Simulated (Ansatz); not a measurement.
# F_i (7-fold void) in KYBeF6 (P2_1/m): charge-transition levels and formation energies, part 2 of 2

Aim: at which Fermi levels does F_i (7-fold void) in KYBeF6 (P2_1/m) change its charge? The model is a cell of 72 host atoms with 1 F put in.

Ansatz; place-levels on PBEsol runs: charge-transition levels and formation energies with image-charge correction and potential alignment at the atomic sites.

So far: The structure; What was run first.

### Step 3. place-levels, PBEsol

A charged cell interacts with its images and the background, and its potential has another zero than the host's. place-levels removes the first by a point-charge model, screened by the static dielectric constant since the ions have relaxed around the charge, and the second by comparing potentials at atoms far from the defect.

The host is a run of the defect-free crystal in the same cutoffs, grids and k-points, so that basis and sampling errors cancel in part in the differences. Its band edges come from a run of the primitive cell that searches the zone for them. Chemical potentials are energies per atom of F (F2 molecule), run with the same functional and cutoff.

The input, levels.point.yaml:

```yaml
host:
  run: host.point.run
  levels_from: { run: edges.point.run }
states: [qm1.point.run, q0_M1.point.run, qp1.point.run, qp1_M2.point.run]
geometry_from:
  qm1.point.run: qm1.relax.run
  q0_M1.point.run: q0_M1.relax.run
  qp1.point.run: qp1.relax_smeared.run
  qp1_M2.point.run: qp1_M2.relax_smeared.run
  host.point.run: host.relax.run
chemical_potentials:
  F:
    energy: -797.642924
    dataset: <sha256 of the dataset>
epsilon: [2.2, 2.26, 2.2]
static_epsilon:
  - [7.72, 0.0, 0.52]
  - [0.0, 8.83, 0.0]
  - [0.52, 0.0, 8.62]
vertical:
  - { from: qm1.point.run, to: qm1.point_neutral.run }
  - { from: qp1.point.run, to: qp1.point_neutral.run }
  - { from: qp1_M2.point.run, to: qp1_M2.point_neutral.run }
```

Started as:

```sh
$ ansatz place-levels levels.point.yaml -- --threads 4 --pin off --max-ram 7536MiB
```

Log:

```text
[... repeated set-up lines and file paths are left out, and long positions are rounded to six places ...]
(+1/0) 0.000 eV above the valence edge (-0.139 eV without the band-filling correction), 7.481 eV under the conduction edge
(0/-1) 1.018 eV above the valence edge, 6.463 eV under the conduction edge
formation energy of charge +1: +0.699 eV with the Fermi level at the valence edge
formation energy of charge 0: +0.699 eV with the Fermi level at the valence edge
formation energy of charge -1: +1.717 eV with the Fermi level at the valence edge
vertical -1 to 0: no energy, since no alignment is typed
  the change from vertical[0].from (qm1.point.run) to vertical[0].to (qm1.point_neutral.run): by its potential at epsilon [2.2, 2.26, 2.2] it stands at 0.988 0.866 0.790, with an rms radius of about 3.7 Å (2.4 1.7 2.2 Å across the planes of the cell's [...]
vertical +1 to 0: no energy, since no alignment is typed
  the change from vertical[1].from (qp1.point.run) to vertical[1].to (qp1.point_neutral.run): by its spins about the atoms it stands at 0.788 0.657 0.727, with an rms radius of about 2.0 Å (1.3 1.2 1.0 Å across the planes of the cell's vectors); [...]
vertical +1 to 0: no energy, since no alignment is typed
  the change from vertical[2].from (qp1_M2.point.run) to vertical[2].to (qp1_M2.point_neutral.run): by its potential at epsilon [2.2, 2.26, 2.2] it stands at 0.203 0.956 0.491, with an rms radius of about 4.5 Å (2.8 2.3 2.7 Å across the planes of the cell's [...]
  edges by pbesol of host.levels_from (edges.point.run), its mesh sampled to repeats of 28.94 Å (the valence edge +0.027 eV and the conduction edge -0.314 eV from those of the host's own run), gap 7.481 eV; the host is sampled to repeats of 23.15 Å
  the defect's cells are sampled to repeats of 23.15 Å, like sampling
  charge +1: -82557.5685 eV with its correction of +0.187 eV, at epsilon [[7.72, 0, 0.52], [0, 8.83, 0], [0.52, 0, 8.62]], aligned at sites: -0.0567 eV, mean over 42 atomic sites at or beyond 4.70 Å from the defect at [0.7411, 0.6344, 0.6434], with -0.004278 [...]
  states[3] (qp1_M2.point.run): levels filled in part (TS 0.008 eV): its energy is of no whole electron's
  charge 0: +0.000 eV for its dipole among its images, +0.002 omitted
  charge -1: -82552.3090 eV with its correction of +0.117 eV, at epsilon [[7.72, 0, 0.52], [0, 8.83, 0], [0.52, 0, 8.62]], aligned at sites: +0.1265 eV, mean over 42 atomic sites at or beyond 4.70 Å from the defect at [0.7411, 0.6344, 0.6434], with +0.012123 [...]
  charge +1: states[2] (qp1.point.run) stands 0.018 eV higher, with a moment of 0.00 μB against 2.00
  of states[3] (qp1_M2.point.run): it parts from the run at its places by a charge that spreads by about 2.7 Å along one vector (1.4 Å or more is wide), by its potential at epsilon [2.2, 2.26, 2.2], taken for that of held ions (one typed too small widens it), [...]
  of states[1] (q0_M1.point.run): its alignment with the host at atomic sites is doubtful: a part of the defect, F at [0.1033, 0.8982, 0.9222], stands 3.13 Å off the defect's place or the host's site by it, at or past 2.80 Å (0.6 of the 4.70 Å from which on [...]
  of states[0] (qm1.point.run): it parts from the run at its places by a charge that spreads by about 2.4 Å along one vector (1.5 Å or more is wide), by its potential at epsilon [2.2, 2.26, 2.2], taken for that of held ions (one typed too small widens it), [...]
  of states[2] (qp1.point.run): its alignment with the host at atomic sites is doubtful: the mean over the far sites moves by +0.0533 eV from their farther parts to their nearer, more than 0.05 eV. [...]
  of vertical[0].from (qm1.point.run): its displacements don't fall off away from the defect: farther atoms stand 0.081 Å off the host's places. [...]
  vertical[0].to (qm1.point_neutral.run): levels filled in part (TS 0.010 eV): its energy is of no whole electron's
  of vertical[0].to (qm1.point_neutral.run): its displacements don't fall off away from the defect: farther atoms stand 0.081 Å off the host's places. [...]
  vertical[2].from (qp1_M2.point.run): levels filled in part (TS 0.008 eV): its energy is of no whole electron's
  of vertical[2].from (qp1_M2.point.run): its displacements don't fall off away from the defect: farther atoms stand 0.072 Å off the host's places. [...]
  of vertical[2].to (qp1_M2.point_neutral.run): its displacements don't fall off away from the defect: farther atoms stand 0.072 Å off the host's places. [...]
```

The job ended after 0.55 s (4 threads of Arm Neoverse V2, shared host).

Levels between the charges placed, in eV above the valence top:

```
        gap (eV)  (+1/0)  (0/−1)
PBEsol      7.48    0.00    1.02
```

Corrections by state:

```
charge  moment (μB)  image terms and alignment (eV)  band filling (eV)                               ε used  over the lowest of its charge, as the program ranks them, band filling apart (eV)
    +1          2.0                           0.187             -0.139  principal values (7.48, 8.83, 8.86)                                                                              0.000
     0          1.0                           0.000                  -                                    -                                                                              0.000
    −1          0.0                           0.117                  -  principal values (7.48, 8.83, 8.86)                                                                              0.000
    +1          0.0                           0.325                  -  principal values (7.48, 8.83, 8.86)                                                                              0.018
```

The charged structures listed were also run neutral, and place-levels reads from each pair, by the potential or the spins, how wide the charge is by which they differ; that can be the carrier of either run.

```
charge  rms radius (Å)  spread where it is widest against the cell (Å)  wide from (Å)  reading
    +1             4.5                                            2.70           1.42     wide
    −1             3.7                                            2.35           1.49     wide
```

The neutral runs of these pairs need not share the spin of the lowest neutral state, and very wide values only mean spread over the cell.

From the program's caveats on the states, each cut to its opening words:

- charge +1 (2 μB): it parts from the run at its places by a charge that spreads by about 2.7 Å along one vector (1.4 Å or more is wide), by its potential at epsilon [2.2, 2.26, [...]
- charge +1 (2 μB): a band-filling correction moves a carrier to the host's band edge, which changes its energy by -0.139 eV
- charge +1 (2 μB): its alignment with the host at atomic sites is doubtful: a part of the defect, F at [0.7271, 0.9010, 0.5399], stands 3.20 Å off the defect's place or the [...]
- charge +1 (2 μB): its alignment with the host at atomic sites is doubtful: the mean over the far sites moves by +0.0541 eV from their farther parts to their nearer, more than [...]
- charge +1 (2 μB): its displacements don't fall off away from the defect: farther atoms stand 0.072 Å off the host's places
- charge 0 (1 μB): its alignment with the host at atomic sites is doubtful: a part of the defect, F at [0.1033, 0.8982, 0.9222], stands 3.13 Å off the defect's place or the [...]
- charge 0 (1 μB): its displacements don't fall off away from the defect: farther atoms stand 0.04 Å off the host's places
- charge −1: it parts from the run at its places by a charge that spreads by about 2.4 Å along one vector (1.5 Å or more is wide), by its potential at epsilon [2.2, 2.26, [...]
- charge −1: its alignment with the host at atomic sites is doubtful: a part of the defect, F at [0.1269, 0.9020, 0.9208], stands 3.34 Å off the defect's place or the [...]
- charge −1: the far atoms show a dipole or second moment of the defect's charge, for which the correction takes or leaves out 0.056 eV: further moments aren't read, and [...]
- charge −1: its displacements don't fall off away from the defect: farther atoms stand 0.081 Å off the host's places
- charge +1: its alignment with the host at atomic sites is doubtful: the mean over the far sites moves by +0.0533 eV from their farther parts to their nearer, more than [...]
- charge +1: the far atoms show a dipole or second moment of the defect's charge, for which the correction takes or leaves out 0.058 eV: further moments aren't read, and [...]

Chemical potentials of the elements' reference phases, run alike. Formation energy by charge state (elemental references; gap 7.48 eV):

```
charge  at valence top (eV)  at conduction bottom (eV)  correction included (eV)
    +1                 0.70                       8.18                      0.05
     0                 0.70                       0.70                      0.00
    −1                 1.72                      -5.76                      0.12
```

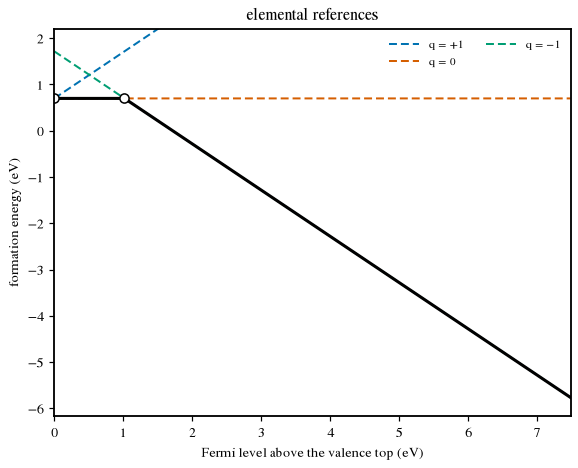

Formation energy against Fermi level; the thick line follows the lowest charge state and circles mark the transition levels.

### Step 4. Summary of results

```json
{
 "gap of the host": "7.48 eV (PBEsol)",
 "level (plus 1/0)": "0.00 eV above the valence top (-0.14 eV above the valence top without the band-filling term)",
 "level (0/minus 1)": "1.02 eV above the valence top",
 "lowest of the charges placed, just above the valence top (0.02 eV)": "0",
 "lowest of the charges placed, just below the conduction bottom (0.02 eV)": "−1",
 "lowest formation energy at mid-gap of the charges run, elemental references": "-2.02 eV"
}
```

Of the charges placed (−1, 0 and +1), the lowest changes at 1.02 eV (0/−1) above the valence top, in a gap of 7.48 eV. Charges below −1 were not placed, so these runs say nothing of levels that involve them. States placed: +1 at 2 μB and 0 μB; 0 at 1 μB; −1 at 0 μB. Other spin states or structures, where not listed, weren't placed. The program finds carriers beyond a band edge of the host and adds a band-filling term at charge +1 (-0.14 eV); steps to such a charge show no bound level, and a defect level inside a band would be read the same way. At charge −1, 0 and +1 the atom put in ends up to 1.3 Å from its starting place, so the name tells the start alone and the levels can join different sites. The program doubts the alignment of potentials for at least one state, a sign that the cell is small. What this leaves open: PBEsol makes the gap too small and tends to spread out bound carriers; where a gas molecule sets a chemical potential or the host's formation energy, its binding is uncorrected.

[Logs are printed without paths, hosts, clocks, repeated set-up lines and the standing remarks that a program may print on its own settings, such as how far it seeks lower states.]

[Hosts, paths, dates, database ids (printed as entryN), source tags and the programs' standing remarks are cut or masked in the printed files.]

[Where a table of states has a column of steps, it counts the stored structures, which are thinned; the runs took as many ionic steps or more.]

[A defect's name tells the site on which it was built; relaxed atoms can leave that site.]

[For some hosts the program warned that the k-mesh of the response run may be too coarse for force constants and the static dielectric constant; such warnings are not shown here.]
